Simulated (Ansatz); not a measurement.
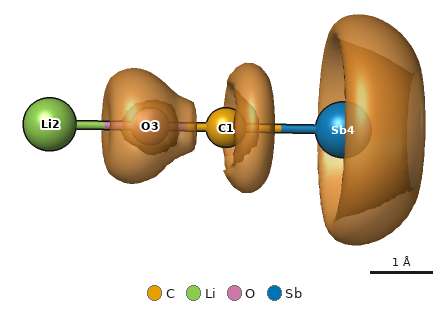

Figure. CLiOSb (SMILES [Li][O][C]#[Sb]). Isosurface of the ELF at 0.75 (orange), seen from one side. Only the valence region is drawn (cores and ρ < 0.01 e/Å³ removed).

Geometry: B3LYP-D3(BJ)/def2-SVP; core potentials replace the inner electrons of Sb.

The calculation used isolated molecule in a Gaussian basis; Kohn-Sham density functional theory, functional PBE0 (Ansatz 0.2.0).

### What do the ELF domains correspond to?

At this value the surface marks out one lobe of the valence shell of C pointing towards Sb (polar bonds), one region on O in which the atom's valence shell and bonds are merged and one region wrapped around Sb (its valence shell). Profiles from the grid: C–O (1.24 Å): the ELF peaks at about 0.85 between the atoms (a polar covalent bond). Li–O (1.64 Å): the ELF peaks at about 0.85 in the valence shell of O, 0.7 Å from its nucleus, and falls to about 0.15 next to Li; a closed-shell, largely ionic contact.
